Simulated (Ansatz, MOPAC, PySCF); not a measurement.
H2O (SMILES O) and CHN (SMILES C#N) are pulled apart as rigid monomers along the line of their centres of mass, from the B3LYP-D3(BJ)/def2-TZVP minimum. Starting geometry (charge 0, multiplicity 1):
```xyz
6

O     -0.08341    -0.07771    -0.10327
H      0.70905    -0.23245    -0.62767
H     -0.82821    -0.23088    -0.69383
C     -0.21763    -0.26153     2.97426
N     -0.26657    -0.34830     4.11700
H     -0.17158    -0.18329     1.90091
```

Interaction energies with rigid monomers; basis-set methods are counterpoise corrected unless marked otherwise.

Frozen-core correlation. Rows in 3-21G carry no dispersion term and start afresh at each structure. The state that PM7 reach isn't checked; PM7 holds dispersion and hydrogen-bond terms.

Programs: Ansatz (a first-principles code); MOPAC for PM7 (differences of heats of formation); PySCF for 3-21G rows. Values without a source in brackets are computed.

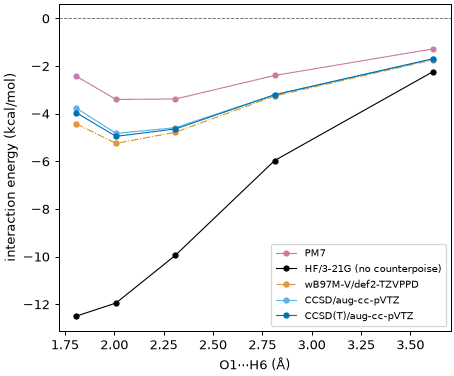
*Interaction energy against separation*

Question: Which level binds most strongly at O1···H6 = 2.01, and by how much?

Answer: HF/3-21G (no counterpoise), -11.9 kcal/mol.
